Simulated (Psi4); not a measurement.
**SiCl2 (SMILES Cl[Si]Cl): B3LYP/6-31G(d) (Cartesian functions)**

Aim: the vertical singlet–triplet gap of SiCl2 at B3LYP/6-31G* (Cartesian functions), from 2 runs. Input form: a Python script.

Program for the calculation: Psi4 1.11.

3 further runs of the same task are left out: 3 set aside as unsound or not needed.

### Step 1. The molecule

SiCl2: 3 atoms, total charge 0, spin state singlet. As SMILES, `Cl[Si]Cl`. The coordinates come from a PBE0-D4/def2-TZVP relaxation.

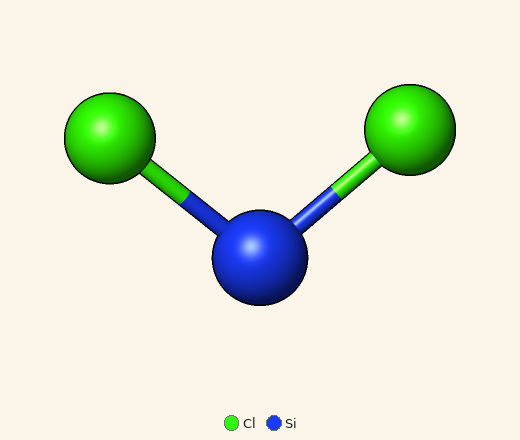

The structure, seen from a chosen angle (chlorine green, silicon blue).

### Step 2. A single-point energy at B3LYP/6-31G(d) (Cartesian functions)

The input, job.py:

```python
import psi4

psi4.set_memory(1600000000)
psi4.set_num_threads(1)
psi4.set_output_file('cl2si.out', False)

geom = psi4.geometry("""
Cl
Si 1 2.077288
Cl 2 2.077363 1 101.28796
symmetry c1
""")

psi4.set_options({
    'basis': '6-31G*',
    'reference': 'rks',
    'puream': False,
    'e_convergence': 1e-09,
    'd_convergence': 1e-08,
    'scf_type': 'pk',
    'dft_radial_points': 99,
    'dft_spherical_points': 590,
})

E, wfn = psi4.energy("b3lyp", return_wfn=True)
print(f'total energy {E:.8f} hartree = {E * 27.211386:.5f} eV')
```

Run with:

```
$ python job.py
```

cl2si.out:

```text
[...]
  Running in c1 symmetry.
[...]
  Nuclear repulsion =  168.862010286718430
[...]
  Multiplicity = 1
[...]
  Nalpha       = 24
  Nbeta        = 24
[...]
    Number of basis functions: 57
[...]
   @RKS iter   1: -1209.90906248941565   -1.58041e-01   4.70030e-03 ADIIS/DIIS
[...]
   @RKS iter  10: -1209.94972943417270    1.81899e-12   7.51513e-09 DIIS
[...]
    Orbital Energies [Eh]
    ---------------------
    Doubly Occupied:
       1A   -101.554661     2A   -101.554649     3A    -66.220882
       4A     -9.474277     5A     -9.474264     6A     -7.234370
       7A     -7.234356     8A     -7.230861     9A     -7.230849
      10A     -7.228933    11A     -7.228910    12A     -5.363351
      13A     -3.723384    14A     -3.721220    15A     -3.718032
      16A     -0.858637    17A     -0.831123    18A     -0.519354
      19A     -0.416905    20A     -0.377512    21A     -0.374513
      22A     -0.343990    23A     -0.327692    24A     -0.280182
[...]
  @RKS Final Energy: -1209.94972943417270
   => Energetics <=
    Nuclear Repulsion Energy =            168.8620102867184301
    One-Electron Energy =               -2008.2382090979674558
    Two-Electron Energy =                 691.7853861797545960
    DFT Exchange-Correlation Energy =     -62.3589168026783724
    Empirical Dispersion Energy =           0.0000000000000000
    VV10 Nonlocal Energy =                  0.0000000000000000
    Total Energy =                      -1209.9497294341726956
[...]
 Multipole Moments:
 ------------------------------------------------------------------------------------
     Multipole            Electronic (a.u.)      Nuclear  (a.u.)        Total (a.u.)
 ------------------------------------------------------------------------------------
 L = 1.  Multiply by 2.5417464519 to convert [e a0] to [Debye]
 Dipole X            :          0.1847510           -0.5487153           -0.3639643
 Dipole Y            :          0.1517156           -0.4499947           -0.2982790
 Dipole Z            :          0.0000000            0.0000000            0.0000000
 Magnitude           :                                                    0.4705745
[...]
```

On the terminal:

```text
Memory set to   1.490 GiB by Python driver.
  Threads set to 1 by Python driver.
total energy -1209.94972943 hartree = -32924.40913 eV
```

Wall time 3.9 s (1 thread of Intel Xeon 6975P-C (Granite Rapids), shared host); peak memory 0.44 GiB.

### Step 3. The triplet at the same level

The input, cl2si.xyz:

```xyz
3
Cl2Si
Cl     0.293800     1.603800     0.338000
Si    -0.770100    -0.010400    -0.422000
Cl     0.476300    -1.593400     0.084000
```

The input, job.py:

```python
import psi4

psi4.set_memory('1600 MB')
psi4.set_num_threads(1)
psi4.core.set_output_file('run.log', False)

with open('cl2si.xyz') as f:
    atoms = ''.join(f.readlines()[2:])
mol = psi4.geometry('0 3\n' + atoms + 'symmetry c1')

psi4.set_options({
    'reference': 'uks',
    'puream': False,
    'e_convergence': 1e-09,
    'd_convergence': 1e-08,
    'scf_type': 'pk',
    'dft_radial_points': 99,
    'dft_spherical_points': 590,
    'maxiter': 200,
})

result = psi4.energy('b3lyp/6-31G*', molecule=mol)
print('E =', round(result, 9))
for k, v in sorted(psi4.core.scalar_variables().items()):
    print(f'{k:45s} {v:18.10f}')
```

Run with:

```
$ python job.py
```

run.log:

```text
[...]
  Running in c1 symmetry.
[...]
  Nuclear repulsion =  168.862006344462941
[...]
  Multiplicity = 3
[...]
  Nalpha       = 25
  Nbeta        = 23
[...]
    Number of basis functions: 57
[...]
   @UKS iter   1: -1209.82479439756730   -7.37733e-02   4.24166e-03 ADIIS/DIIS
[...]
   @UKS iter  12: -1209.85896758613671   -1.36424e-12   1.51108e-09 DIIS
[...]
   @S^2 Observed:                2.002478326E+00
[...]
    Orbital Energies [Eh]
    ---------------------
    Alpha Occupied:
       1A   -101.565312     2A   -101.565306     3A    -66.221907
       4A     -9.483233     5A     -9.483225     6A     -7.246621
       7A     -7.246607     8A     -7.238079     9A     -7.238064
      10A     -7.238047    11A     -7.238039    12A     -5.367480
      13A     -3.727640    14A     -3.725867    15A     -3.725670
      16A     -0.865646    17A     -0.839443    18A     -0.535446
      19A     -0.427653    20A     -0.388751    21A     -0.380255
      22A     -0.348538    23A     -0.333293    24A     -0.320414
      25A     -0.190878
    Alpha Virtual:
[...]
  @UKS Final Energy: -1209.85896758613671
   => Energetics <=
    Nuclear Repulsion Energy =            168.8620063444629409
    One-Electron Energy =               -2007.9287585360161756
    Two-Electron Energy =                 691.5643915742377885
    DFT Exchange-Correlation Energy =     -62.3566069688212465
    Empirical Dispersion Energy =           0.0000000000000000
    VV10 Nonlocal Energy =                  0.0000000000000000
    Total Energy =                      -1209.8589675861367141
[...]
 Multipole Moments:
 ------------------------------------------------------------------------------------
     Multipole            Electronic (a.u.)      Nuclear  (a.u.)        Total (a.u.)
 ------------------------------------------------------------------------------------
 L = 1.  Multiply by 2.5417464519 to convert [e a0] to [Debye]
 Dipole X            :          0.0704600           -0.7095860           -0.6391261
 Dipole Y            :          0.0009415           -0.0084433           -0.0075017
 Dipole Z            :          0.0000000           -0.0000000            0.0000000
 Magnitude           :                                                    0.6391701
[...]
```

The script printed:

```text
Memory set to   1.490 GiB by Python driver.
  Threads set to 1 by Python driver.
E = -1209.858967586
CURRENT ENERGY                                  -1209.8589675861
CURRENT REFERENCE ENERGY                        -1209.8589675861
DD SOLVATION ENERGY                                 0.0000000000
DFT FUNCTIONAL TOTAL ENERGY                     -1209.8589675861
DFT TOTAL ENERGY                                -1209.8589675861
DFT VV10 ENERGY                                     0.0000000000
DFT XC ENERGY                                     -62.3566069688
GRID ELECTRONS ALPHA                               24.9999992972
GRID ELECTRONS BETA                                22.9999993183
GRID ELECTRONS TOTAL                               47.9999986156
NUCLEAR REPULSION ENERGY                          168.8620063445
ONE-ELECTRON ENERGY                             -2007.9287585360
PCM POLARIZATION ENERGY                             0.0000000000
PE ENERGY                                           0.0000000000
SCF ITERATION ENERGY                            -1209.8589675861
SCF ITERATIONS                                     12.0000000000
SCF TOTAL ENERGY                                -1209.8589675861
TWO-ELECTRON ENERGY                               691.5643915742
XC GRID RADIAL POINTS                              99.0000000000
XC GRID SPHERICAL POINTS                          590.0000000000
XC GRID TOTAL POINTS                           163269.0000000000
```

Run time: 6.3 s. Hardware: 1 thread of Intel Xeon 6975P-C (Granite Rapids), shared host; peak memory 0.44 GiB.

### Step 4. Summary of results

Level: B3LYP/6-31G* (Cartesian functions).

| quantity | value |
| --- | --- |
| singlet: total energy | -1209.94973 Eh |
| singlet: dipole moment | 1.20 D |
| singlet: HOMO energy | -7.62 eV |
| singlet: LUMO energy | -3.13 eV |
| singlet: HOMO–LUMO gap | 4.50 eV |
| triplet: total energy | -1209.85897 Eh |
| triplet: dipole moment | 1.62 D |
| triplet: HOMO energy (highest over α and β) | -5.19 eV |
| triplet: ⟨S²⟩ | 2.002 |
| vertical energy of the triplet above the singlet | 2.470 eV |

**Reading.** At this shape the triplet lies 2.47 eV (238 kJ/mol) above the singlet.
